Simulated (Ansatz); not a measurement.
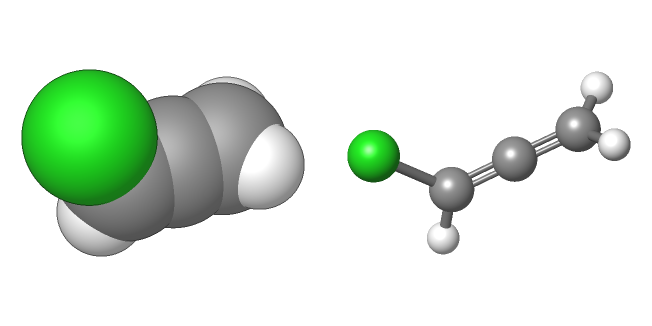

Two views of one molecule. Colours: carbon grey, chlorine green, hydrogen white.

The geometry was computed by an optimisation with PBE0-D4/def2-TZVP. No frequency run is at hand to confirm it as a minimum.

Identify the structure.

The molecule is C₃H₃Cl. SMILES: `C=C=CCl`. It has no ring. Among its groups: C–Cl bond. This geometry has Cs symmetry. Coordination: 2 C trigonal planar; 1 C linear.

More results for the same structure follow; atom numbers are the same in all pictures, views and colours differ.

### Electronic properties

No frequency run is at hand to confirm it as a minimum. Level of theory: RKS PBE0-D4/def2-TZVPP (Ansatz 0.2.0).

Computed properties:

- HOMO energy (Kohn–Sham orbital): −7.36 eV
- LUMO energy (Kohn–Sham orbital): −0.74 eV
- HOMO–LUMO gap: 6.62 eV
- dispersion correction: −10.1 kJ/mol

### Charges

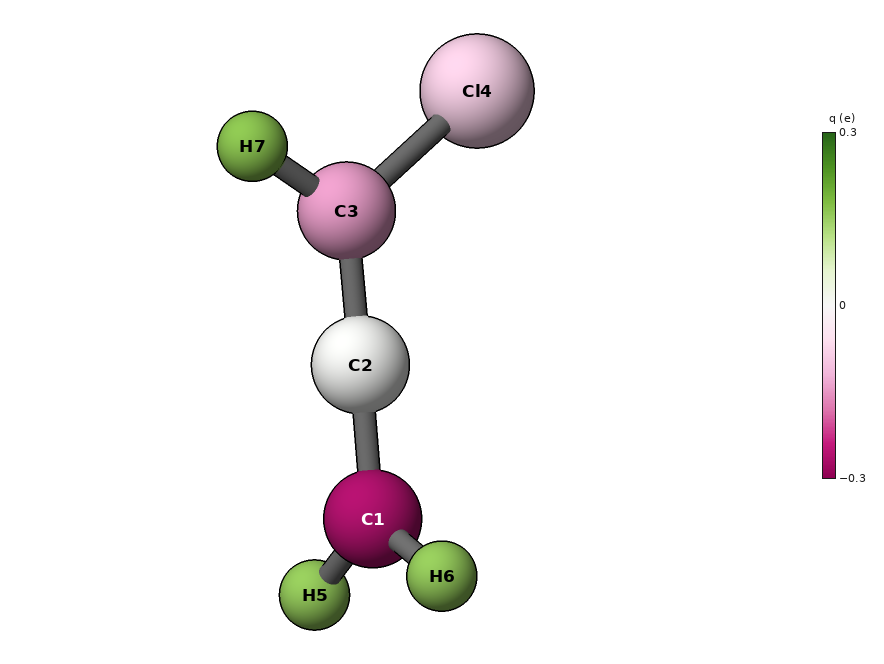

Atoms are coloured by their Mulliken charges. No frequency run is at hand to confirm it as a minimum. Properties computed with RKS PBE0-D4/def2-TZVP (Ansatz 0.2.0).

Which atom carries the highest charge (most positive or least negative)?

H7 (0.17 e).

And the lowest?

C1 (−0.26 e).

List the Mulliken charges.

```tsv
atom	value (e)
C1	−0.26
C2	0.00
C3	−0.14
Cl4	−0.08
H5	0.16
H6	0.16
H7	0.17
```

### Dipole moment

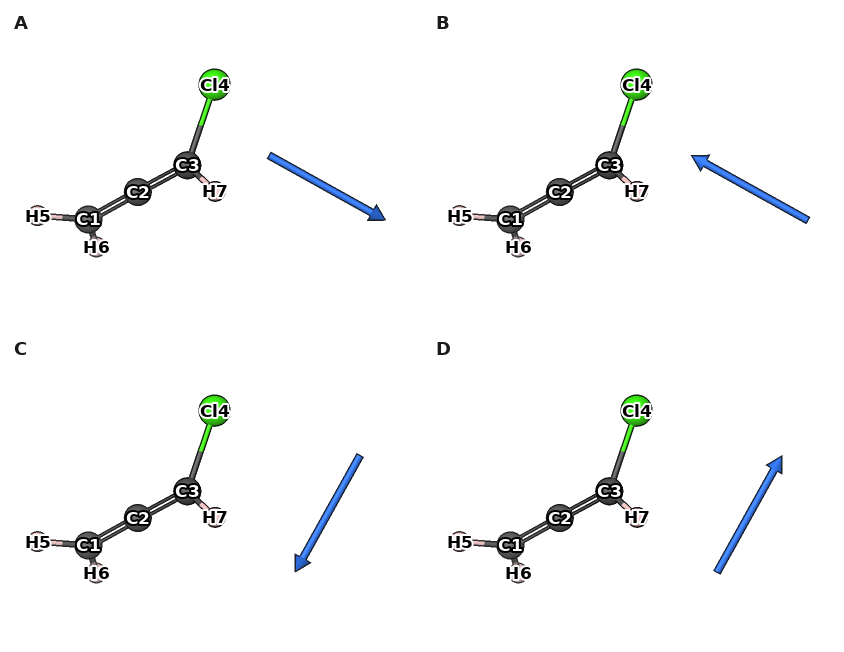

The same molecule four times, each with an arrow. No frequency run is at hand to confirm it as a minimum. Properties computed with RKS PBE0-D4/def2-TZVP (Ansatz 0.2.0).

Which arrow points along the dipole moment, from the negative to the positive end?

C. The dipole moment is 1.66 D; it points from the side of Cl4 to the side of H5, H6 (the outermost atoms at the two ends).

Mulliken values depend strongly on the basis set and can even reverse the polarity of a bond.
